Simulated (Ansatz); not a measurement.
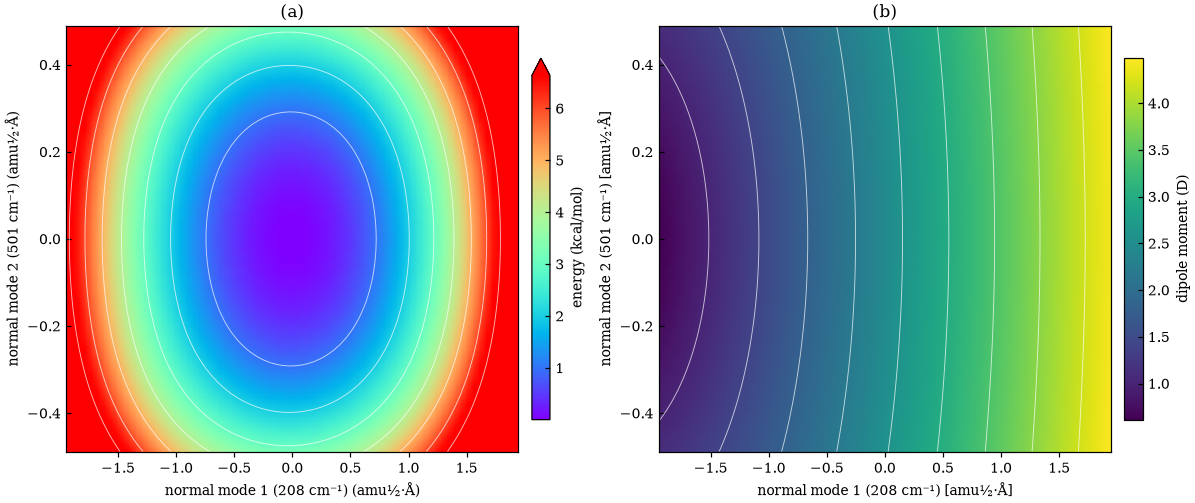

FGaHO, SMILES [O][GaH][F], spin multiplicity 2. The first coordinate is: normal mode 1 (208 cm⁻¹); the second: normal mode 2 (501 cm⁻¹). Nothing is relaxed (straight displacements along the two mass-weighted modes). Grid: 15 × 15 points; 120 points were computed and 105 follow by symmetry. Points are written as (first, second). Energies are in kcal/mol, from the lowest grid point. All numbers below come from UHF/def2-TZVP in Ansatz.

Panel (a) is the energy and panel (b) the computed dipole moment on the same grid.

In the figure: a smooth colour map with a few white contour lines, one colour for all values above the top of the scale. Between grid points the surface is interpolated.

> How does the dipole moment vary over the map, and what is it at the lowest grid point?

Leaving out the highest fifth of the energies, it runs from 0.86 D at (−1.667 amu½·Å, 0.000 amu½·Å) to 4.15 D at (1.667 amu½·Å, −0.209 amu½·Å). At the lowest grid point, (0.000 amu½·Å, 0.000 amu½·Å), it is 2.45 D.

| normal mode 2 (501 cm⁻¹) ↓, normal mode 1 (208 cm⁻¹) → | −1.945 | −1.667 | −1.389 | −1.111 | −0.834 | −0.556 | −0.278 | 0.000 | 0.278 | 0.556 | 0.834 | 1.111 | 1.389 | 1.667 | 1.945 |
| --- | --- | --- | --- | --- | --- | --- | --- | --- | --- | --- | --- | --- | --- | --- | --- |
| 0.488 | 1.10 | 1.25 | 1.42 | 1.63 | 1.84 | 2.08 | 2.32 | 2.57 | 2.83 | 3.10 | 3.37 | 3.64 | 3.92 | 4.20 | 4.48 |
| 0.418 | 1.00 | 1.16 | 1.35 | 1.56 | 1.79 | 2.03 | 2.28 | 2.54 | 2.81 | 3.08 | 3.35 | 3.63 | 3.91 | 4.19 | 4.47 |
| 0.349 | 0.90 | 1.08 | 1.28 | 1.51 | 1.75 | 2.00 | 2.25 | 2.52 | 2.78 | 3.06 | 3.33 | 3.61 | 3.89 | 4.17 | 4.46 |
| 0.279 | 0.81 | 1.01 | 1.23 | 1.46 | 1.71 | 1.96 | 2.23 | 2.49 | 2.76 | 3.04 | 3.32 | 3.60 | 3.88 | 4.16 | 4.45 |
| 0.209 | 0.73 | 0.95 | 1.18 | 1.43 | 1.68 | 1.94 | 2.20 | 2.47 | 2.75 | 3.02 | 3.30 | 3.59 | 3.87 | 4.15 | 4.44 |
| 0.140 | 0.67 | 0.90 | 1.14 | 1.40 | 1.66 | 1.92 | 2.19 | 2.46 | 2.74 | 3.01 | 3.29 | 3.58 | 3.86 | 4.15 | 4.43 |
| 0.070 | 0.63 | 0.87 | 1.12 | 1.38 | 1.64 | 1.91 | 2.18 | 2.45 | 2.73 | 3.01 | 3.29 | 3.57 | 3.86 | 4.14 | 4.43 |
| 0.000 | 0.61 | 0.86 | 1.12 | 1.37 | 1.64 | 1.90 | 2.18 | 2.45 | 2.73 | 3.01 | 3.29 | 3.57 | 3.86 | 4.14 | 4.43 |
| −0.070 | 0.63 | 0.87 | 1.12 | 1.38 | 1.64 | 1.91 | 2.18 | 2.45 | 2.73 | 3.01 | 3.29 | 3.57 | 3.86 | 4.14 | 4.43 |
| −0.140 | 0.67 | 0.90 | 1.14 | 1.40 | 1.66 | 1.92 | 2.19 | 2.46 | 2.74 | 3.01 | 3.29 | 3.58 | 3.86 | 4.15 | 4.43 |
| −0.209 | 0.73 | 0.95 | 1.18 | 1.43 | 1.68 | 1.94 | 2.20 | 2.47 | 2.75 | 3.02 | 3.30 | 3.59 | 3.87 | 4.15 | 4.44 |
| −0.279 | 0.81 | 1.01 | 1.23 | 1.46 | 1.71 | 1.96 | 2.23 | 2.49 | 2.76 | 3.04 | 3.32 | 3.60 | 3.88 | 4.16 | 4.45 |
| −0.349 | 0.90 | 1.08 | 1.28 | 1.51 | 1.75 | 2.00 | 2.25 | 2.52 | 2.78 | 3.06 | 3.33 | 3.61 | 3.89 | 4.17 | 4.46 |
| −0.418 | 1.00 | 1.16 | 1.35 | 1.56 | 1.79 | 2.03 | 2.28 | 2.54 | 2.81 | 3.08 | 3.35 | 3.63 | 3.91 | 4.19 | 4.47 |
| −0.488 | 1.10 | 1.25 | 1.42 | 1.63 | 1.84 | 2.08 | 2.32 | 2.57 | 2.83 | 3.10 | 3.37 | 3.64 | 3.92 | 4.20 | 4.48 |
